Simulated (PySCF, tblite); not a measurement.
# C5H13Si radical: geometry, infrared bands and EPR parameters

Aim: predict the infrared bands and EPR parameters of C5H13Si radical (`CCC[Si](C)C`).

Computed with tblite 0.8.0 and PySCF 2.14.0, with density-fitted response routines of our own, on a single molecule in the gas phase. Atoms count from 0, in the outputs and in this text.

## 1. The molecule as given

19 atoms, charge 0, multiplicity 2; geometry from: force field or distance geometry start.

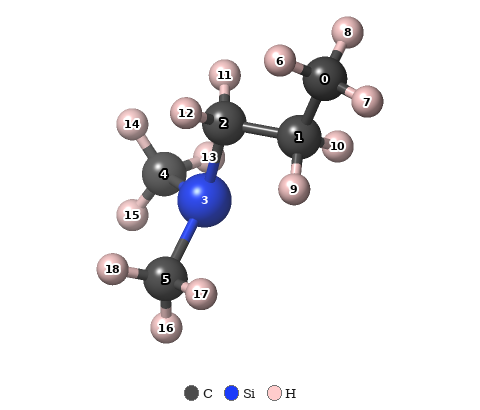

As it starts; carbon dark grey, silicon blue, hydrogen pink, atoms numbered.

## 2. Geometry optimisation with GFN2-xTB

What the job is given:

```
{"job": {"kind": "relax", "xc": "GFN2-xTB", "basis": "xTB"}, "charge": 0, "multiplicity": 2}
C      2.941200    -0.088400    -0.055400
C      1.502900    -0.144600    -0.528600
C      0.520700     0.250100     0.562500
Si    -1.147800     0.110400    -0.231300
C     -2.231600     1.544000     0.121700
C     -1.933700    -1.552600    -0.142700
H      2.986400    -0.428800     0.983700
H      3.538200    -0.755200    -0.706100
H      3.352800     0.955700    -0.126800
H      1.213600    -1.203700    -0.779900
H      1.356400     0.450700    -1.449700
H      0.655500     1.327400     0.810500
H      0.668900    -0.323300     1.485900
H     -1.957200     2.372800    -0.608000
H     -1.995000     1.990000     1.112600
H     -3.311800     1.363000     0.041100
H     -2.812100    -1.648700    -0.828900
H     -1.199200    -2.315700    -0.550200
H     -2.158000    -1.894000     0.882300
```

The run is started by

```console
OMP_NUM_THREADS=1 python probes_run.py task.json out
```

The driver reads the jobs from task.json and runs them one after another.

**Question.** This job is followed by: GFN2-xTB harmonic vibrations, gas phase; UKS B3LYP, pcH-1 on C H Si, non-relativistic, mean-field spin-orbit, GIAO. Predict these results of the whole session: strongest single infrared mode (GFN2-xTB); zero-point energy (GFN2-xTB); g(iso) (B3LYP); ⟨S²⟩; largest a(iso) (averaged by class); potential on the surface of density 0.002 e/bohr³, 1st and 99th percentile.

As calculated:

```
                                                                  quantity                    value
                                 strongest single infrared mode (GFN2-xTB)     852 cm⁻¹, 121 km/mol
                                              zero-point energy (GFN2-xTB)           104.5 kcal/mol
                                                            g(iso) (B3LYP)                  2.00333
                                                                      ⟨S²⟩       0.751 (exact 0.75)
                                        largest a(iso) (averaged by class)  29Si on Si3, -479.0 MHz
potential on the surface of density 0.002 e/bohr³, 1st and 99th percentile       -0.33 V and 0.60 V
```

What this shows: Relaxing lowered the energy by 0.651 eV in 135 steps; the close pair that moved most is Si3–C4, from 1.832 to 1.908 Å. No mode is imaginary among the 51: a minimum at this level. GFN2-xTB is a fitted tight-binding method: band positions and strengths are rough. Its intensities can rank the bands wrongly. Most of the unpaired spin sits on Si3 (0.94 e). The isotropic g lies 1.0 ppt above the free-electron value. These values are for one conformer; the search (at its own cheap level) found 2 more, at 0.02, 0.19 kcal/mol (those within 0.05 may be mirror or relabelled copies), and measured spectra average over such forms.
